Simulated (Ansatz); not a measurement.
# linear Na chain under tension and compression

Does stretching change the magnetism or the channel count of the linear Na chain?

Program: Ansatz 0.2.0. Level of theory: DFT PBE, plane waves, PAW; relaxation of a chain's period, in the first sound run; inputs show where later runs differ. Results are calculated unless marked as measured.

## Step 1: The structure

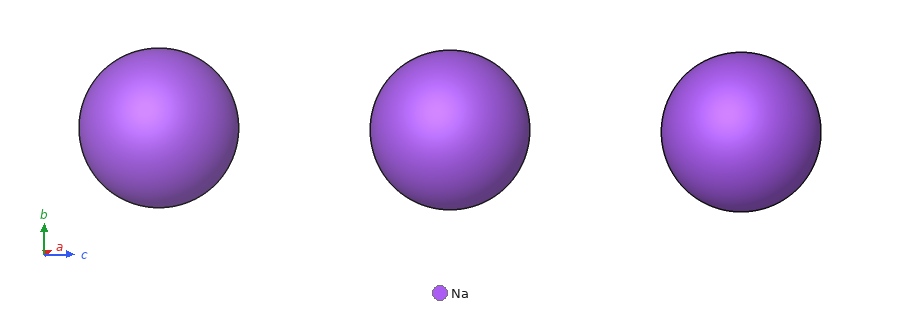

The cell as given, from the side, with the c axis across the page (sodium purple). 1×1×2 cells are drawn. Some periodic images of atoms are drawn too.

The cell holds 1 atom: 1 Na. Cell: a = 12.000 Å, b = 12.000 Å, c = 3.088 Å, α = 90.0°, β = 90.0°, γ = 90.0°. Vacuum lies along a and b. The structure's axis is c.

## Step 2: The relaxed wire

Band widths follow the bond lengths, so the chain is relaxed first. The atoms and the third cell vector are free; the box across stays fixed as vacuum. Moments are seeded so that a magnetic state can form if it lies lower. A Fermi-Dirac smearing is set since the result may be a metal. The pressure printed is a third of the stress's trace over the whole box, vacuum included; only the stress along the axis is relaxed.

Input file input.yaml:

```yaml
crystal:
  lattice:
    - [12.0, 0.0, 0.0]
    - [0.0, 12.0, 0.0]
    - [0.0, 0.0, 3.0876]
  atoms:
    - { symbol: Na, position: [0.5, 0.5, 0.0], spin: 0.5 }
magnetization:
  spin_polarized: true
kpoints:
  mp_grid: { grid: [1, 1, 26] }
scf:
  occupations: { method: fermi_dirac, width: 0.05 }
hamiltonian:
  xc: pbe
relax:
  cell: { fix: [a, b, alpha, beta, gamma] }
  max_steps: 60
```

On the command line:

```sh
ansatz run input.yaml --threads 4 --pin off --max-ram 16384MiB --backend cpu --events-out ev --progress --plain --runs-dir out
```

Numbers of over 12 decimals in the logs are rounded to 6 here.

Log:

```text
Engine: ansatz 0.2.0, x86_64-unknown-linux-gnu
Pseudopotentials: kind: paw
Pseudopotential: Na, paw, valence charge 9, recommended cutoff 420 eV (normal), Na.paw.azcp
Functional definition: PBE
  parameter kappa = 0.804
  parameter beta = 0.066725
  exchange = pbe_x(kappa = kappa, mu = beta*pi^2/3)
  correlation = pbe_c(beta = beta)
Crystal: 1 atoms, lattice volume = 444.614 Å³
Basis set: ecut = 420 eV, 8691 PW (Γ), exchange–correlation on 162×162×48 points (8 copies of the dense FFT grid, shifted against one another)
Bands: 9, of which v1, the nominal top of the filled ones, is band 5 counted from 1 (4 counted from 0)
Symmetry: 16 space group operations
Space group: P4/mmm (ITA 123), of the structure as read, at distance tolerance 7.6e-5 Å
Magnetic group: BNS 123.339 (UNI 999), of the structure as read, at distance tolerance 7.6e-5 Å
k-points: 14 of 26
Non-local potential: Na, projectors of the file, l = 0: 3, l = 1: 2, l = 2: 1
PAW form: soft (Blöchl's): semilocal exchange-correlation on the pseudo side does not see the compensation charge
PAW one-centre angular grid: Na, 110 points (default); XC on 64 Gauss nodes
Initial density: superposition of atomic densities (neutral atoms: chi_scale 0, normalization atom)
Starting moments: Σ|m| = 0.5 μB on 1 of 1 site
Initial wavefunctions: pseudopotential atomic-orbital guess
Functional: x = pbe(κ = 0.804, μ = 0.219515), c = pbe(β = 0.066725)
iter 1 solved again at ethr=2.89e-4 eV; its pass at ethr=3.10e-3 eV (dr2=2.60e-2 eV) is discarded
SCF iter   1: F=—  HF=-1485.703629 eV  |F-HF|=—  |Δ(HF+E_count)|=         —  Δρ=1.04e-2 (↑1.04e-2 ↓9.96e-3)  dr2=2.69e-2  dr2_m=4.23e-1  M=0.016 μB ∫|m|=0.032 μB  β_m=0.30  ethr=2.89e-4  ⟨swp⟩=1.0  Hψ=2474  notcnv=0
preconditioner: auto → Resta (q_TF=auto, 1.424 Å⁻¹)  ε∞=1.2  [insulator: Δε(μ)=0.199 eV  Ē_g=3.855 eV  σ=0.050 eV  W_gap=0.76  n_scr=20 (ndim 8)  ℏωp=1.8 eV  f_vac=0.742  D(μ)=0.38/eV (n_scr^D=0)  ε∞_Penn≈1.2  vacuum switching on, ρ_ref=1.1e-3 e/Å³]
spin=Collinear: Resta preconditioning applied to the charge; magnetization (m = ρ↑ − ρ↓) channel mixes plain (no charge-response kernel on spin).
SCF iter   2: F=—  HF=-1485.752516 eV  |F-HF|=—  |Δ(HF+E_count)|=   4.89e-2  Δρ=7.39e-3 (↑7.39e-3 ↓7.13e-3)  dr2=1.37e-2  dr2_m=2.14e-1  M=0.011 μB ∫|m|=0.024 μB  β_m=0.30  ethr=2.89e-4  ⟨swp⟩=2.0  Hψ=332  notcnv=0
SCF iter   3: F=—  HF=-1485.777858 eV  |F-HF|=—  |Δ(HF+E_count)|=   2.53e-2  Δρ=5.24e-3 (↑5.09e-3 ↓5.24e-3)  dr2=7.16e-5  dr2_m=1.09e-1  M=0.008 μB ∫|m|=0.017 μB  β_m=0.30  ethr=1.53e-4  ⟨swp⟩=3.0  Hψ=452  notcnv=0
SCF iter   4: F=—  HF=-1485.790208 eV  |F-HF|=—  |Δ(HF+E_count)|=   1.23e-2  Δρ=3.71e-3 (↑3.65e-3 ↓3.71e-3)  dr2=2.00e-5  dr2_m=5.52e-2  M=0.006 μB ∫|m|=0.012 μB  β_m=0.30  ethr=7.96e-7  ⟨swp⟩=2.0  Hψ=423  notcnv=0
SCF iter   5: F=—  HF=-1485.796404 eV  |F-HF|=—  |Δ(HF+E_count)|=   6.20e-3  Δρ=2.63e-3 (↑2.63e-3 ↓2.62e-3)  dr2=2.16e-6  dr2_m=2.80e-2  M=0.004 μB ∫|m|=0.009 μB  β_m=0.30  ethr=2.22e-7  ⟨swp⟩=2.0  Hψ=484  notcnv=0
SCF iter   6: F=—  HF=-1485.799498 eV  |F-HF|=—  |Δ(HF+E_count)|=   3.09e-3  Δρ=1.87e-3 (↑1.87e-3 ↓1.87e-3)  dr2=3.77e-8  dr2_m=1.43e-2  M=0.003 μB ∫|m|=0.007 μB  β_m=0.30  ethr=2.40e-8  ⟨swp⟩=2.3  Hψ=492  notcnv=0
Mixer restart at iter 6: flushing history
spin-set hold released at iteration 6 (site moments contracting): the magnetisation degrees of freedom join the quasi-Newton model from the next iteration; the mixer history was flushed
SCF iter   7: F=—  HF=-1485.801078 eV  |F-HF|=—  |Δ(HF+E_count)|=   1.58e-3  Δρ=1.34e-3 (↑1.33e-3 ↓1.34e-3)  dr2=2.19e-8  dr2_m=7.27e-3  M=0.002 μB ∫|m|=0.005 μB  β_m=0.65  ethr=4.19e-10  ⟨swp⟩=3.0  Hψ=556  notcnv=0
SCF iter   8: F=—  HF=-1485.802716 eV  |F-HF|=—  |Δ(HF+E_count)|=   1.64e-3  Δρ=1.48e-5 (↑1.48e-5 ↓1.47e-5)  dr2=1.56e-9  dr2_m=8.86e-7  M=0.000 μB ∫|m|=0.000 μB  β_m=0.82  ethr=2.43e-10  ⟨swp⟩=3.5  Hψ=658  notcnv=0
SCF iter   9: F=—  HF=-1485.802723 eV  |F-HF|=—  |Δ(HF+E_count)|=   6.72e-6  Δρ=3.56e-6 (↑3.36e-6 ↓3.56e-6)  dr2=3.83e-10  dr2_m=4.86e-8  M=0.000 μB ∫|m|=0.000 μB  β_m=0.91  ethr=1.73e-11  ⟨swp⟩=4.0  Hψ=648  notcnv=0
SCF iter  10: F=—  HF=-1485.802723 eV  |F-HF|=—  |Δ(HF+E_count)|=   1.36e-7  Δρ=3.38e-7 (↑3.38e-7 ↓2.88e-7)  dr2=4.58e-10  dr2_m=1.47e-10  M=0.000 μB ∫|m|=0.000 μB  β_m=0.81  ethr=4.26e-12  ⟨swp⟩=3.5  Hψ=632  notcnv=0
SCF iter  11: F=—  HF=-1485.802723 eV  |F-HF|=—  |Δ(HF+E_count)|=   1.04e-9  Δρ=1.32e-7 (↑1.18e-7 ↓1.32e-7)  dr2=1.05e-11  dr2_m=5.91e-11  M=0.000 μB ∫|m|=0.000 μB  β_m=0.90  ethr=4.26e-12  ⟨swp⟩=3.0  Hψ=575  notcnv=0
SCF iter  12: F=-1485.802723 eV  HF=-1485.802723 eV  |F-HF|=4.21e-11  |Δ(HF+E_count)|=   1.09e-9  Δρ=2.20e-8 (↑2.20e-8 ↓1.81e-8)  dr2=7.05e-13  dr2_m=1.63e-12  M=0.000 μB ∫|m|=0.000 μB  ethr=1.00e-12  ⟨swp⟩=2.5  Hψ=506  notcnv=0
WARN: the starting moments were not kept: the SCF closed with an absolute magnetisation of 1.7e-6 μB, where they sum to 0.5 μB in size (1 site). That is at most 0.1 of that sum. Measured as dr2_m measures the in/out step, that magnetisation stands 3.0e-13 eV from none, at or under the dr2_threshold of 1.0e-7 eV: it is no larger than a step whose dr2_m would equal this threshold. The system may hold no moment; this SC [...]
SCF 1 converged in 12 iterations: F = -1485.802723 eV  dr2 = 7.05e-13
  greatest PAW one-centre occupation: 0.999 electrons in one spin orbital (limit 2), on the Na atom at site 0 (counted from 0), in its partial waves of l = 0
relax step   1: F+E_penalty+E_count = -1485.80272313 eV  Δ(F+E_penalty+E_count) = +0.000e0 eV  max|allowed force component| = 0.000e0 eV/Å  Δτ_max = 0.0000 Å  P = +0.064 GPa  Ω = 444.614 Å³  fix = [a, b, alpha, beta, gamma]  reactions: a -0.003, b -0.003 GPa  (12 SCF iters, dr2 threshold 1.00e-7 eV, accepted)
Crystal: 1 atoms, lattice volume = 447.269 Å³
Basis set: ecut = 420 eV, 8739 PW (Γ), exchange–correlation on 162×162×48 points (8 copies of the dense FFT grid, shifted against one another)
Initial density: handed on by an earlier stage of this run
Starting moments: Σ|m| = 0.5 μB on 1 of 1 site; this step starts from the density that it was given
Initial wavefunctions: those handed on with the density
iter 1 solved again at ethr=9.25e-8 eV; its pass at ethr=3.10e-3 eV (dr2=8.32e-6 eV) is discarded
SCF iter   1: F=—  HF=-1485.805847 eV  |F-HF|=—  |Δ(HF+E_count)|=         —  Δρ=5.89e-5 (↑5.89e-5 ↓5.36e-5)  dr2=2.21e-6  dr2_m=1.28e-5  M=-0.000 μB ∫|m|=0.000 μB  β_m=0.30  ethr=9.25e-8  ⟨swp⟩=2.9  Hψ=2265  notcnv=0
[...]
relax step   4: F+E_penalty+E_count = -1485.82265978 eV  Δ(F+E_penalty+E_count) = -1.549e-3 eV  max|allowed force component| = 0.000e0 eV/Å  Δτ_max = 0.0000 Å  P = +0.000 GPa  Ω = 477.478 Å³  energy of the carried Pulay correction = -2.430e-5 eV  fix = [a, b, alpha, beta, gamma]  reactions: a -0.004, b -0.004 GPa  (6 SCF iters, dr2 threshold 6.49e-9 eV, accepted)
Initial wavefunctions: pseudopotential atomic-orbital guess (no wavefunctions were taken with the density)
iter 1 solved again at ethr=6.26e-7 eV; its pass at ethr=3.10e-3 eV (dr2=5.63e-5 eV) is discarded
SCF iter   1: F=—  HF=-1485.811541 eV  |F-HF|=—  |Δ(HF+E_count)|=         —  Δρ=6.30e-5 (↑6.30e-5 ↓6.30e-5)  dr2=2.53e-5  dr2_m=6.87e-12  M=-0.000 μB ∫|m|=0.000 μB  β_m=0.30  ethr=6.26e-7  ⟨swp⟩=3.1  Hψ=2684  notcnv=0
preconditioner: auto → Resta (q_TF=auto, 1.407 Å⁻¹)  ε∞=1.2  [insulator: Δε(μ)=0.264 eV  Ē_g=3.479 eV  σ=0.050 eV  W_gap=0.87  n_scr=20 (ndim 8)  ℏωp=1.7 eV  f_vac=0.767  D(μ)=0.39/eV (n_scr^D=0)  ε∞_Penn≈1.2  vacuum switching on, ρ_ref=8.8e-4 e/Å³]
spin=Collinear: Resta preconditioning applied to the charge; magnetization (m = ρ↑ − ρ↓) channel mixes plain (no charge-response kernel on spin).
SCF iter   2: F=—  HF=-1485.815644 eV  |F-HF|=—  |Δ(HF+E_count)|=   4.10e-3  Δρ=4.36e-5 (↑4.36e-5 ↓4.36e-5)  dr2=2.65e-6  dr2_m=4.17e-12  M=-0.000 μB ∫|m|=0.000 μB  β_m=0.37  ethr=2.81e-7  ⟨swp⟩=2.1  Hψ=356  notcnv=0
SCF iter   3: F=—  HF=-1485.820131 eV  |F-HF|=—  |Δ(HF+E_count)|=   4.49e-3  Δρ=2.30e-5 (↑2.30e-5 ↓2.30e-5)  dr2=1.94e-6  dr2_m=1.72e-12  M=-0.000 μB ∫|m|=0.000 μB  β_m=0.68  ethr=2.94e-8  ⟨swp⟩=2.8  Hψ=398  notcnv=0
SCF iter   4: F=—  HF=-1485.822455 eV  |F-HF|=—  |Δ(HF+E_count)|=   2.32e-3  Δρ=8.19e-6 (↑8.19e-6 ↓8.19e-6)  dr2=1.43e-6  dr2_m=4.49e-13  M=-0.000 μB ∫|m|=0.000 μB  β_m=0.84  ethr=2.16e-8  ⟨swp⟩=2.5  Hψ=370  notcnv=0
SCF iter   5: F=—  HF=-1485.822723 eV  |F-HF|=—  |Δ(HF+E_count)|=   2.68e-4  Δρ=1.95e-6 (↑1.95e-6 ↓1.94e-6)  dr2=1.21e-7  dr2_m=3.67e-14  M=-0.000 μB ∫|m|=0.000 μB  β_m=0.74  ethr=1.59e-8  ⟨swp⟩=1.9  Hψ=350  notcnv=0
SCF iter   6: F=—  HF=-1485.822727 eV  |F-HF|=—  |Δ(HF+E_count)|=   4.34e-6  Δρ=5.23e-7 (↑5.23e-7 ↓5.21e-7)  dr2=1.46e-8  dr2_m=2.76e-14  M=-0.000 μB ∫|m|=0.000 μB  β_m=0.87  ethr=1.35e-9  ⟨swp⟩=2.1  Hψ=354  notcnv=0
SCF iter   7: F=—  HF=-1485.822728 eV  |F-HF|=—  |Δ(HF+E_count)|=   9.95e-7  Δρ=1.11e-7 (↑1.11e-7 ↓1.10e-7)  dr2=1.67e-9  dr2_m=7.07e-15  M=-0.000 μB ∫|m|=0.000 μB  β_m=0.82  ethr=1.62e-10  ⟨swp⟩=1.9  Hψ=350  notcnv=0
SCF iter   8: F=—  HF=-1485.822728 eV  |F-HF|=—  |Δ(HF+E_count)|=   9.34e-9  Δρ=5.64e-8 (↑5.63e-8 ↓5.64e-8)  dr2=5.00e-10  dr2_m=1.24e-15  M=-0.000 μB ∫|m|=0.000 μB  β_m=0.91  ethr=1.85e-11  ⟨swp⟩=1.6  Hψ=270  notcnv=0
SCF iter   9: F=—  HF=-1485.822761 eV  |F-HF|=—  |Δ(HF+E_count)|=   3.27e-5  Δρ=2.91e-7 (↑2.91e-7 ↓2.91e-7)  dr2=1.58e-9  dr2_m=4.37e-16  M=-0.000 μB ∫|m|=0.000 μB  β_m=0.91  ethr=5.56e-12  ⟨swp⟩=3.3  Hψ=500  notcnv=0
SCF iter  10: F=—  HF=-1485.822761 eV  |F-HF|=—  |Δ(HF+E_count)|=  8.56e-10  Δρ=2.87e-7 (↑2.87e-7 ↓2.87e-7)  dr2=1.55e-9  dr2_m=4.03e-16  M=-0.000 μB ∫|m|=0.000 μB  β_m=0.73  ethr=5.56e-12  ⟨swp⟩=1.0  Hψ=252  notcnv=0
SCF iter  11: F=—  HF=-1485.822761 eV  |F-HF|=—  |Δ(HF+E_count)|=   1.51e-9  Δρ=2.83e-7 (↑2.83e-7 ↓2.83e-7)  dr2=1.59e-9  dr2_m=5.86e-16  M=-0.000 μB ∫|m|=0.000 μB  β_m=0.59  ethr=5.56e-12  ⟨swp⟩=1.5  Hψ=266  notcnv=0
SCF iter  12: F=—  HF=-1485.822761 eV  |F-HF|=—  |Δ(HF+E_count)|=   2.13e-8  Δρ=2.03e-7 (↑2.03e-7 ↓2.02e-7)  dr2=1.03e-9  dr2_m=2.30e-14  M=-0.000 μB ∫|m|=0.000 μB  β_m=0.80  ethr=5.56e-12  ⟨swp⟩=1.6  Hψ=270  notcnv=0
SCF iter  13: F=—  HF=-1485.822761 eV  |F-HF|=—  |Δ(HF+E_count)|=   1.47e-8  Δρ=2.58e-7 (↑2.58e-7 ↓2.58e-7)  dr2=1.33e-9  dr2_m=3.55e-16  M=-0.000 μB ∫|m|=0.000 μB  β_m=0.77  ethr=5.56e-12  ⟨swp⟩=1.6  Hψ=270  notcnv=0
SCF iter  14: F=—  HF=-1485.822761 eV  |F-HF|=—  |Δ(HF+E_count)|=   1.50e-8  Δρ=1.97e-7 (↑1.97e-7 ↓1.96e-7)  dr2=8.16e-10  dr2_m=2.52e-15  M=-0.000 μB ∫|m|=0.000 μB  β_m=0.88  ethr=5.56e-12  ⟨swp⟩=1.6  Hψ=270  notcnv=0
SCF iter  15: F=—  HF=-1485.822761 eV  |F-HF|=—  |Δ(HF+E_count)|=   1.97e-8  Δρ=2.67e-8 (↑2.67e-8 ↓2.67e-8)  dr2=1.57e-11  dr2_m=2.28e-15  M=-0.000 μB ∫|m|=0.000 μB  β_m=0.94  ethr=5.56e-12  ⟨swp⟩=1.9  Hψ=276  notcnv=0
SCF iter  16: F=-1485.822761 eV  HF=-1485.822761 eV  |F-HF|=0.00e0  |Δ(HF+E_count)|=  3.97e-10  Δρ=5.01e-10 (↑4.73e-10 ↓5.01e-10)  dr2=5.47e-15  dr2_m=1.47e-17  M=-0.000 μB ∫|m|=0.000 μB  ethr=1.00e-12  ⟨swp⟩=4.9  Hψ=692  notcnv=0
the starting moments were not kept: the SCF closed with an absolute magnetisation of 2.7e-9 μB, where they sum to 0.5 μB in size (1 site). That is at most 0.1 of that sum. Measured as dr2_m measures the in/out step, that magnetisation stands 2.8e-19 eV from none, at or under the dr2_threshold of 1.0e-11 eV: it is no larger than a step whose dr2_m would equal this threshold.
SCF 5 converged in 16 iterations: F = -1485.822761 eV  dr2 = 5.47e-15
relax step   5: F+E_penalty+E_count = -1485.82276075 eV  Δ(F+E_penalty+E_count) = -1.010e-4 eV  max|allowed force component| = 0.000e0 eV/Å  Δτ_max = 0.0000 Å  P = +0.001 GPa  Ω = 477.478 Å³  fix = [a, b, alpha, beta, gamma]  reactions: a -0.003, b -0.003 GPa  stress off target by 9.92e-3 GPa on what of the cell is left free  SCF on the basis re-selected at this cell (its energy is not comparable with the rows above)  (16 SCF iters)
basis re-selected at this cell: Δ(F+E_penalty+E_count) = -1.010e-4 eV, ΔP = +0.001 GPa vs the last step (what re-selecting the basis moved, of the pressure what is left beyond the Pulay correction that the steps carried, after the strain that the cell walked since its last selection, with what the two solves' SCF thresholds leave and, on support functions, any second-order correction that the steps lacked; it is no measure of the basis error at this ecutwfc). This SCF's stress stands 9.92e-3 GPa from its target on what of the cell is left free (relax.cell.stress_tol is 5.00e-2 GPa) and its largest allowed force component is 0.00e0 eV/Å (relax.f_tol is 1.00e-2 eV/Å): [rest of the remark cut]
SCF converged after 16 iterations
Magnetization: -0.0000 μB (4.5000 up, 4.5000 down)
Absolute magnetization: 0.0000 μB (∫|ρ↑−ρ↓|, with the PAW one-centre terms)
Spin contamination: 0.0000 ħ² per cell (⟨S²⟩ above its minimum at these occupations)
Per-site moments (μB) at R_I (Å): [(-1.7826073210253467e-10, 1.367775)]
Free energy (F): -1485.822761 eV
Harris-Foulkes:  -1485.822761 eV  (|F-HF|=0.00e0)
Internal energy: -1485.818930 eV  (E = F + TS)
E sigma→0 (E₀):  -1485.820845 eV
Entropy (-TS):   -0.003831 eV (-3.831 meV/atom)
Fermi energy:    -2.591020 eV
--- Per-component energies (eV) ---
  E_band       = -282.768795
  E_kinetic    = 119.779866
  E_local      = -2311.761306  (includes V_loc(G=0)·N_el)
  E_nonlocal   = 115.091657
  E_hartree    = 941.264155
  E_xc         = -37.624436
  E_vxc        = -48.299036  (∫ρ·V_xc dr)
  E_paw        = -263.230236  (= ΣΔE_a)
  E_vpaw       = -40.108253  (= ΣTr[D̂ρ^β])
  E_aug_tail   = -0.000031  (compensation charges beyond the density's cutoff)
  E_ewald      = -49.338598
  E_smearing   = -0.003831  (= −TS)
  E_closure    = 0.000000  (closes the sum)
  Σ components = -1485.822761   (vs F -1485.822761, Δ=0.00e0)
--- Forces (eV/Å), atoms counted from 1 ---
  atom   1  Na     0.00000000     0.00000000     0.00000000
  max |Σ_I F_I| component: 0.00e0 eV/Å
--- Stress (GPa, compression-positive) ---
       -0.003444       0.000000       0.000000
        0.000000      -0.003444       0.000000
        0.000000       0.000000       0.009921
  P = ⅓ Tr σ = 0.0010 GPa (0.010 kbar)
--- Relaxed structure (4 steps of the walk, 4 accepted, 1 SCFs on fresh bases) ---
  F+E_penalty+E_count = -1485.82276075 eV   max|allowed force component| = 0.000e0 eV/Å   (the final SCF, on the basis selected at the relaxed cell)
  cell:  # Å, volume = 477.4778 Å³
    - [12.0, 0.0, 0.0]
    - [0.0, 12.0, 0.0]
    - [0.0, 0.0, 3.315818]
  atoms:
    - { symbol: Na, position: [0.5, 0.5, 0.0] }
```

It took 9.3 s on 4 threads of Intel Xeon Platinum 8488C (Sapphire Rapids), shared host; peak memory 0.7 GiB; 30 s of CPU time.

Relaxation path:

| step | energy less that of the first step (eV) | largest force component (eV/Å) | pressure (GPa) | volume (Å³) |
| --- | --- | --- | --- | --- |
| 1 | 0.0000 | 0.0000 | 0.06 | 444.61 |
| 2 | -0.0031 | 0.0000 | 0.06 | 447.27 |
| 3 | -0.0184 | 0.0000 | 0.01 | 468.94 |
| 4 | -0.0199 | 0.0000 | 0.00 | 477.48 |
| 5* | -0.0200 | 0.0000 | 0.00 | 477.48 |

Relaxation steps marked * repeat the geometry before them on a plane-wave basis chosen anew for their cell, so energy and pressure can jump there.

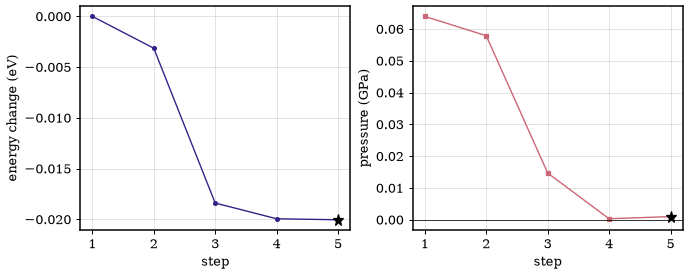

Energy and pressure along the relaxation. Stars mark steps on a basis chosen anew.

| cell as run | before | after | change |
| --- | --- | --- | --- |
| c (Å) | 3.088 | 3.316 | +7.4 % |

Final coordinates:

```
Na
1.0
    12.00000    0.00000    0.00000
     0.00000   12.00000    0.00000
     0.00000    0.00000    3.31582
Na
1
Cartesian
  6.0000 6.0000 0.0000
```

This step gave:

- energy at zero smearing: -1485.8208 eV
- cell length along the wire: 3.316 Å

The cell's length comes to 3.316 Å with no moment.

(Continued in part 2 of 3.)

[Logs are printed without paths, hosts, clocks, repeated set-up lines and the standing remarks that a program may print on its own settings, such as how far it seeks lower states.]

[Hosts, paths, dates, database ids (printed as entryN), source tags and the programs' standing remarks are cut or masked in the printed files.]
